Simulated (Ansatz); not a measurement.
## Response to strain in BN

Start from BN in the wurtzite structure (space group P6_3mc, No. 186; a = 2.523 Å, c = 4.175 Å). Axes: x lies along a and z along c of the hexagonal cell.

Strains are applied to the cell and any free atomic positions relax; under biaxial strain the out-of-plane vector relaxes too.

All numbers come from LDA/PAW in Ansatz (a first-principles code), no SOC.

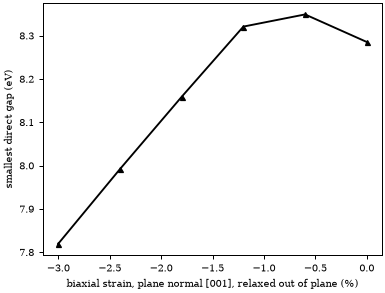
Fig. 1. Smallest direct gap against biaxial strain, plane normal [001], relaxed out of plane

Problem. From the plot, what is the smallest direct gap for biaxial strain −1.80 %, plane normal [001], relaxed out of plane?

Solution. About 8.16 eV.

Problem. Is the trend monotonic over the range shown?

Solution. No, it turns within the range, spanning 7.82 eV to 8.35 eV.

Whether these cells are dynamically stable was not tested.
